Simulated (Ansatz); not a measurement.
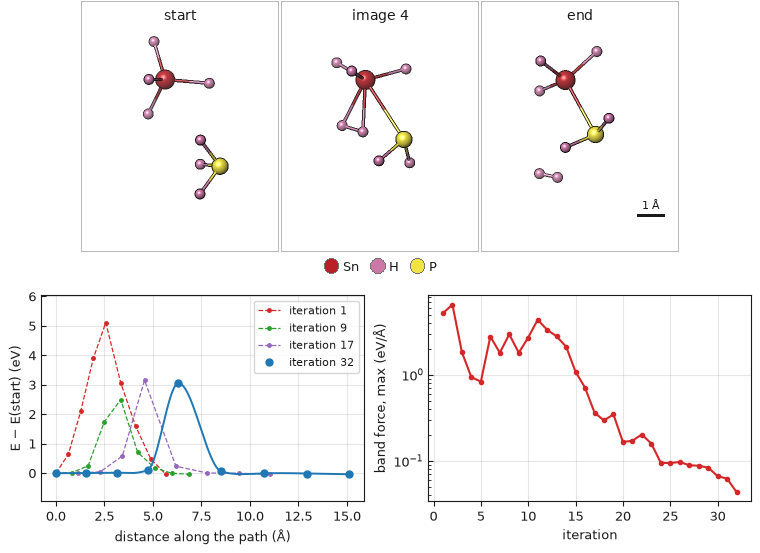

A search for the minimum-energy path of SnPH₇, made up at the start of SnH4 and PH3 by the nudged elastic band. Images are numbered from 0 (start) to 8 (end). The plot follows the band through its iterations. The picture is a ball-and-stick view, seen from a free direction.

All numbers below come from RKS BHLYP-D4/def2-SVP in Ansatz. Run with 7 movable images; climbing image; force threshold 0.05 eV/Å; iteration limit 60; starting path through a guess of the saddle point.

How did the profile develop, and is the result final?

Answer. The result is final at these settings. The band converged in 32 iterations. The largest component of the band force went from 5.2 to 0.044 eV/Å. The climbing image converged on the top of the path. Its vibrational analysis gives one imaginary mode (1804i cm⁻¹), as a transition state must have. The first iteration put the highest image at 5.11 eV. The highest point, image 4, lies 3.06 eV above the start and 3.09 eV above the end; the end is at −0.03 eV relative to the start.

Limits of the set-up: the start holds two separate molecules, 3.1 Å apart at their closest, whose relative position is a soft coordinate.

Cost: 6.2 min on 1 thread of Intel(R) Xeon(R) 6975P-C (Granite Rapids), on a shared host, peak memory 0.21 GiB.
